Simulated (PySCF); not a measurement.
## Electronic structure of C₄H₆ClN₃ in real space

```yaml
atoms:
  - { symbol: C, position_ang: [-1.9048, 0.4191, 0.3547] }
  - { symbol: C, position_ang: [-1.0582, -0.6284, -0.3623] }
  - { symbol: N, position_ang: [0.3393, -0.4528, -0.0721] }
  - { symbol: C, position_ang: [1.1884, 0.4789, -0.5566] }
  - { symbol: C, position_ang: [2.3763, 0.2048, 0.0956] }
  - { symbol: Cl, position_ang: [3.8679, 1.0021, -0.0550] }
  - { symbol: N, position_ang: [2.1801, -0.8436, 0.9151] }
  - { symbol: N, position_ang: [0.9635, -1.2225, 0.8051] }
  - { symbol: H, position_ang: [-1.7365, 0.3640, 1.4273] }
  - { symbol: H, position_ang: [-1.6525, 1.4204, 0.0135] }
  - { symbol: H, position_ang: [-2.9572, 0.2382, 0.1560] }
  - { symbol: H, position_ang: [-1.2055, -0.5668, -1.4440] }
  - { symbol: H, position_ang: [-1.3233, -1.6295, -0.0167] }
  - { symbol: H, position_ang: [0.9219, 1.2155, -1.2827] }
```

Geometry: GFN2-xTB.

Method: PySCF, PBE0/pcSseg-1, SCF density, gas phase, non-relativistic.

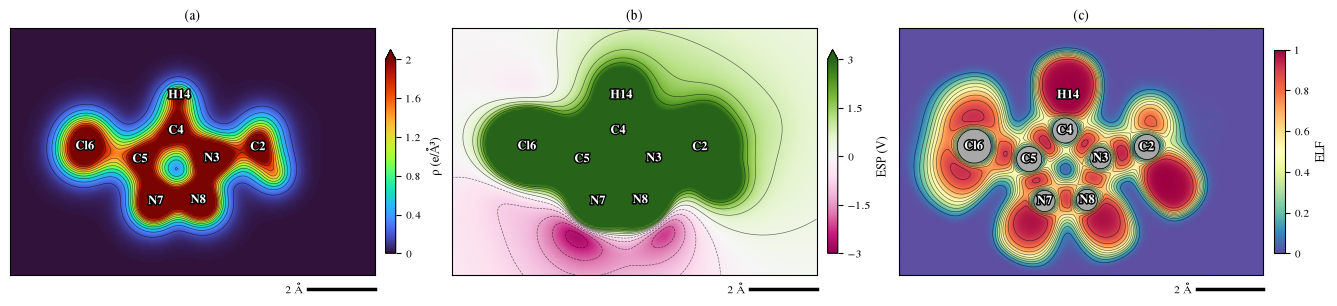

Figure 1. (a) total electron density; (b) electrostatic potential; (c) ELF on the plane of atoms C4, C5 and Cl6. Grey discs cover the atomic cores in the ELF map.

Question: What does the map show?

Answer:
- The plane passes through C, N, Cl and H nuclei.
- N–N (1.28 Å): ρ is about 2.9 e/Å³ halfway; the ELF peaks at about 0.90 between the atoms: a covalent bond.
- C–N (1.35 Å): ρ is about 2.4 e/Å³ halfway; the ELF peaks at about 0.90 between the atoms; a covalent bond.
- C–C (1.38 Å): ρ is about 2.1 e/Å³ halfway; the ELF peaks at about 0.95 between the atoms, as expected for localised, covalent bonding.
- C–Cl (1.70 Å): ρ is about 1.5 e/Å³ halfway; the ELF peaks at about 0.90 between the atoms (localised, covalent bonding).
- C–H (1.07 Å): the density is about 2.1 e/Å³ at the midpoint; the ELF climbs to about 1 towards the hydrogen, as it does in any bond to H (an ordinary covalent bond to hydrogen).
- The ELF also peaks beside N7, N8 and Cl6, away from the bonds: lone-pair regions.
- Outside the dense part of the molecule the potential is most negative (−2.7 V) near N7.

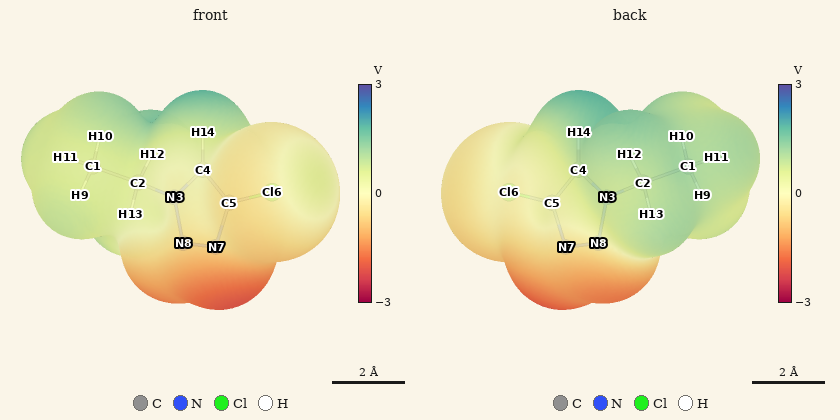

Figure 2. The electrostatic potential painted on the density surface at 0.002 e/bohr³, seen from the front and from behind; red is negative and blue positive.

Question: Which sites attract a positive test charge, and which a negative one?

Answer: A positive charge is drawn to the negative regions and a negative charge to the positive ones. The most negative region (about −2.0 V) lies over N7, the most positive (about +1.8 V) over C2, C4 and H14. Cl6 shows a σ-hole: about +0.5 V at the tip opposite its bond, against about −0.5 V on its flanks. N7 is the likeliest acceptor of a hydrogen bond.

Question: What dipole moment does the calculation give?

Answer: Its dipole moment is 5.37 D.
